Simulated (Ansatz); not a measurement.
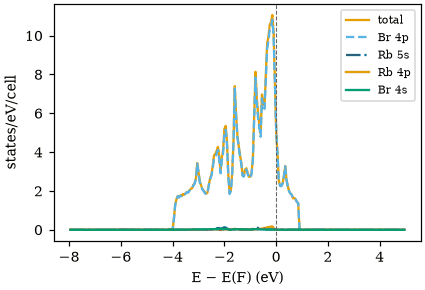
Figure. Total and projected density of states of RbBr3 in space group I4/mmm (No. 139; Rb on 2a, Br on 4d, Br on 2b), plane-wave PAW r²SCAN (Ansatz code)

Task: Which orbitals carry the states next to the Fermi level?

Result: Within 0.5 eV of the Fermi level: Br 4p 98 %. Projections are on Löwdin-orthogonalised atomic valence shells; empty p or d shells of many metals are not among them.

The first step of the workflow began from a Materials Project structure, measured or hypothetical; the Crystallography Open Database copy checked does not list it. Its standing as an ambient phase is unchecked. Symmetry was held in the r²SCAN relaxation; whether a distortion lowers the energy is not shown. Spin–orbit coupling is left out wherever it is not named.

Potentials: the later of the program's two PAW sets.
